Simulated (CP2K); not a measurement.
**AlBNH4F (SMILES [NH2][AlH][BH]F): BLYP-D3(BJ)/DZVP-MOLOPT-SR-GTH (core potential)**

Aim: the energy change on altering one bond length of AlBNH4F at BLYP-D3(BJ)/DZVP-MOLOPT-SR-GTH (core potential), from 2 runs. 

Program for the calculation: CP2K 2026.2.

### 1 The molecule

The species is AlBNH4F (8 atoms), meant as a singlet with charge 0. As SMILES, `[NH2][AlH][BH]F`. The coordinates come from a PBE0-D4/def2-TZVP relaxation. This is one conformer, not always the lowest.

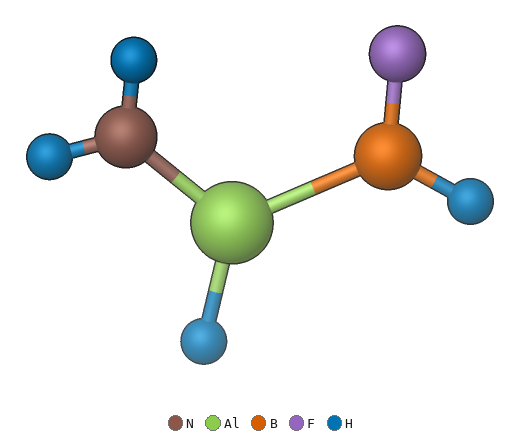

Viewed from a chosen angle; nitrogen brown, aluminium green, boron orange, fluorine purple, hydrogen blue.

### 2 A single-point energy at BLYP-D3(BJ)/DZVP-MOLOPT-SR-GTH (core potential)

calc.inp reads:

```
&GLOBAL
   PROJECT_NAME calc
   RUN_TYPE ENERGY
   PRINT_LEVEL MEDIUM
&END GLOBAL

&FORCE_EVAL
   METHOD QUICKSTEP
   &DFT
      BASIS_SET_FILE_NAME BASIS_MOLOPT
      POTENTIAL_FILE_NAME GTH_POTENTIALS
      &QS
         METHOD GPW
         EPS_DEFAULT 1.0E-10
      &END QS
      &MGRID
         CUTOFF 400
         REL_CUTOFF 50
         NGRIDS 4
      &END MGRID
      &POISSON
         PERIODIC NONE
         POISSON_SOLVER WAVELET
      &END POISSON
      &SCF
         SCF_GUESS ATOMIC
         EPS_SCF 1.0E-06
         MAX_SCF 40
         &OT
            MINIMIZER CG
            PRECONDITIONER FULL_ALL
         &END OT
         &OUTER_SCF
            EPS_SCF 1.0E-06
            MAX_SCF 8
         &END OUTER_SCF
      &END SCF
      &XC
         &XC_FUNCTIONAL BLYP
         &END XC_FUNCTIONAL
         &VDW_POTENTIAL
            POTENTIAL_TYPE PAIR_POTENTIAL
            &PAIR_POTENTIAL
               TYPE DFTD3(BJ)
               PARAMETER_FILE_NAME dftd3.dat
               REFERENCE_FUNCTIONAL BLYP
               R_CUTOFF 15
            &END PAIR_POTENTIAL
         &END VDW_POTENTIAL
      &END XC
      &PRINT
         &MOMENTS
            PERIODIC F
            REFERENCE COM
            MAX_MOMENT 1
         &END MOMENTS
         &MO_CUBES
            NLUMO 5
            NHOMO -1
            WRITE_CUBE F
         &END MO_CUBES
         &HIRSHFELD OFF
         &END HIRSHFELD
      &END PRINT
   &END DFT
   &SUBSYS
      &CELL
         ABC 14.3 14.3 14.3
         PERIODIC NONE
      &END CELL
      &COORD
         N     -1.034900     1.238000     0.178100
         Al     0.358400     0.247200     0.637000
         B      0.824000    -1.438600    -0.645900
         F      0.022100    -1.693000    -1.675500
         H     -1.365500     2.050100     0.674400
         H     -1.614500     1.063500    -0.627700
         H      1.149400     0.679500     1.946200
         H      1.753200    -2.203800    -0.542400
      &END COORD
      &TOPOLOGY
         &CENTER_COORDINATES
         &END CENTER_COORDINATES
      &END TOPOLOGY
      &KIND N
         BASIS_SET DZVP-MOLOPT-SR-GTH-q5
         POTENTIAL GTH-BLYP-q5
      &END KIND
      &KIND Al
         BASIS_SET DZVP-MOLOPT-SR-GTH-q3
         POTENTIAL GTH-BLYP-q3
      &END KIND
      &KIND B
         BASIS_SET DZVP-MOLOPT-SR-GTH-q3
         POTENTIAL GTH-BLYP-q3
      &END KIND
      &KIND F
         BASIS_SET DZVP-MOLOPT-SR-GTH-q7
         POTENTIAL GTH-BLYP-q7
      &END KIND
      &KIND H
         BASIS_SET DZVP-MOLOPT-SR-GTH-q1
         POTENTIAL GTH-BLYP-q1
      &END KIND
   &END SUBSYS
&END FORCE_EVAL
```

Command:

```sh
$ OMP_NUM_THREADS=1 cp2k.psmp calc.inp > calc.out
```

The log of the run:

```text
CP2K| version string:                                       CP2K version 2026.2
[...]
 GLOBAL| Method name                                                        CP2K
[...]
 GLOBAL| Run type                                                         ENERGY
[...]
 DFT| Spin restricted Kohn-Sham (RKS) calculation                            RKS
 DFT| Multiplicity                                                             1
[...]
 DFT| Charge                                                                   0
[...]
 FUNCTIONAL| BECKE88:
 FUNCTIONAL| LYP:
[...]
 QS| Method:                                                                 GPW
[...]
 QS| Density cutoff [a.u.]:                                                200.0
[...]
 QS| Relative density cutoff [a.u.]:                                        25.0
[...]
                             - Atoms:                                          8
[...]
                             - Spherical basis functions:                     72
[...]
 Number of electrons:                                                         22
[...]
     1 OT CG       0.15E+00    5.8     0.19946550       -39.1217956582 -3.91E+01
[...]
    27 OT CG       0.11E+00    4.8     0.00000064       -41.4211963959 -4.54E-11
  *** SCF run converged in    27 steps ***
[...]
  Overlap energy of the core charge distribution:               0.00000269710545
  Self energy of the core charge distribution:               -106.84212811597200
  Core Hamiltonian energy:                                     30.79097636713583
  Hartree energy:                                              45.05056925300421
  Exchange-correlation energy:                                -10.41145751129402
  Dispersion energy:                                           -0.00915908584019
  Total energy:                                               -41.42119639586071
[...]
                     Mulliken Population Analysis
 #  Atom  Element  Kind  Atomic population                           Net charge
       1     N        1          5.367020                             -0.367020
       2     Al       2          2.746419                              0.253581
       3     B        3          2.998841                              0.001159
       4     F        4          7.180516                             -0.180516
       5     H        5          0.905495                              0.094505
       6     H        5          0.903702                              0.096298
       7     H        5          0.954729                              0.045271
       8     H        5          0.943278                              0.056722
 # Total charge                             22.000000                 -0.000000
[...]
  Dipole moment [Debye]
    X= -0.4118141E+00 Y=  0.6821069E+00 Z=  0.2354505E+00  Total=      0.8308415
[...]
 HOMO - LUMO gap [eV] :    3.164501
 ENERGY| Total FORCE_EVAL ( QS ) energy [hartree]            -41.421196395860711
[...]
```

Run time: 3.6 min. Hardware: 1 thread of Arm Neoverse V1, shared host; peak memory 1.9 GiB.

### 3 The distorted shape, same level

mol.inp reads:

```
&global
  project mol
  run_type ENERGY
  print_level MEDIUM
&end

&force_eval
  method QUICKSTEP
  &dft
    basis_set_file_name BASIS_MOLOPT
    potential_file_name GTH_POTENTIALS
    charge 0
    multiplicity 1
    &qs
      method GPW
      eps_default 1.0E-10
    &end
    &mgrid
      cutoff 400
      rel_cutoff 50
      ngrids 4
    &end
    &poisson
      periodic NONE
      poisson_solver WAVELET
    &end
    &scf
      scf_guess ATOMIC
      eps_scf 1.0E-06
      max_scf 40
      &ot ON
        minimizer CG
        preconditioner FULL_ALL
      &end
      &outer_scf
        eps_scf 1.0E-06
        max_scf 10
      &end
    &end
    &xc
      &xc_functional BLYP
      &end
      &vdw_potential
        potential_type PAIR_POTENTIAL
        &pair_potential
          type DFTD3(BJ)
          parameter_file_name dftd3.dat
          reference_functional BLYP
          r_cutoff 15
        &end
      &end
    &end
    &print
      &moments
        periodic F
        reference COM
        max_moment 1
      &end
      &mo_cubes
        nlumo 1
        nhomo -1
        write_cube F
      &end
      &hirshfeld OFF
      &end
    &end
  &end
  &subsys
    &cell
      abc [angstrom] 14.9 14.9 14.9
      periodic NONE
    &end
    &coord
      UNIT bohr
      N     -3.3604357     3.4963051     0.1800890
      Al    -0.7274803     1.6239645     1.0472843
      B      0.1523762    -1.5617358    -1.3770453
      F     -1.3629952    -2.0424821    -3.3227073
      H     -3.9851792     5.0309517     1.1179601
      H     -4.4557210     3.1665479    -1.3426523
      H      0.7672931     2.4408931     3.5213138
      H      3.3130678    -4.1645784    -1.0249874
    &end
    &topology
      &center_coordinates
      &end
    &end
    &kind N
      basis_set DZVP-MOLOPT-SR-GTH-q5
      potential GTH-BLYP-q5
    &end
    &kind Al
      basis_set DZVP-MOLOPT-SR-GTH-q3
      potential GTH-BLYP-q3
    &end
    &kind B
      basis_set DZVP-MOLOPT-SR-GTH-q3
      potential GTH-BLYP-q3
    &end
    &kind F
      basis_set DZVP-MOLOPT-SR-GTH-q7
      potential GTH-BLYP-q7
    &end
    &kind H
      basis_set DZVP-MOLOPT-SR-GTH-q1
      potential GTH-BLYP-q1
    &end
  &end
&end
```

Command:

```sh
$ OMP_NUM_THREADS=1 cp2k.psmp -i mol.inp -o mol.out
```

The log of the run (excerpt; [...] marks lines left out):

```text
CP2K| version string:                                       CP2K version 2026.2
[...]
 GLOBAL| Method name                                                        CP2K
[...]
 GLOBAL| Run type                                                         ENERGY
[...]
 DFT| Spin restricted Kohn-Sham (RKS) calculation                            RKS
 DFT| Multiplicity                                                             1
[...]
 DFT| Charge                                                                   0
[...]
 FUNCTIONAL| BECKE88:
 FUNCTIONAL| LYP:
[...]
 QS| Method:                                                                 GPW
[...]
 QS| Density cutoff [a.u.]:                                                200.0
[...]
 QS| Relative density cutoff [a.u.]:                                        25.0
[...]
                             - Atoms:                                          8
[...]
                             - Spherical basis functions:                     72
[...]
 Number of electrons:                                                         22
[...]
     1 OT CG       0.15E+00    5.8     0.22585376       -38.9292209202 -3.89E+01
[...]
    27 OT CG       0.13E+00    4.9     0.00000077       -41.3056034631 -6.56E-11
  *** SCF run converged in    27 steps ***
[...]
  Overlap energy of the core charge distribution:               0.00000122610332
  Self energy of the core charge distribution:               -106.84212811597200
  Core Hamiltonian energy:                                     30.48465041483914
  Hartree energy:                                              45.33008339452810
  Exchange-correlation energy:                                -10.26812100523590
  Dispersion energy:                                           -0.01008937734225
  Total energy:                                               -41.30560346307959
[...]
                     Mulliken Population Analysis
 #  Atom  Element  Kind  Atomic population                           Net charge
       1     N        1          5.364788                             -0.364788
       2     Al       2          2.635243                              0.364757
       3     B        3          3.266621                             -0.266621
[...]
  Dipole moment [Debye]
    X= -0.1413974E+01 Y=  0.1735625E+01 Z=  0.3742741E+00  Total=      2.2697571
[...]
 HOMO - LUMO gap [eV] :    2.144827
 ENERGY| Total FORCE_EVAL ( QS ) energy [hartree]            -41.305603463079592
[...]
```

Run time: 3.7 min. Hardware: 1 thread of Arm Neoverse V1, shared host; peak memory 2 GiB.

### 4 Summary of results

At BLYP-D3(BJ)/DZVP-MOLOPT-SR-GTH (core potential):

| quantity | value |
| --- | --- |
| first shape: total energy | -41.42120 Eh |
| first shape: dipole moment | 0.83 D |
| first shape: HOMO energy | -5.79 eV |
| first shape: LUMO energy | -2.63 eV |
| first shape: HOMO–LUMO gap | 3.16 eV |
| first shape: dispersion energy | -24.05 kJ/mol |
| distorted shape: total energy | -41.30560 Eh |
| distorted shape: dipole moment | 2.27 D |
| distorted shape: HOMO energy | -5.01 eV |
| distorted shape: LUMO energy | -2.87 eV |
| distorted shape: HOMO–LUMO gap | 2.14 eV |
| distorted shape: dispersion energy | -26.49 kJ/mol |
| energy change with the B3–H8 bond stretched from 1.208 to 2.175 Å | 3.145 eV |

What this shows: With the B3–H8 bond stretched from 1.208 to 2.175 Å the energy rises by 3.15 eV (303 kJ/mol). The first shape isn't relaxed at this level, so the change isn't measured from a minimum.
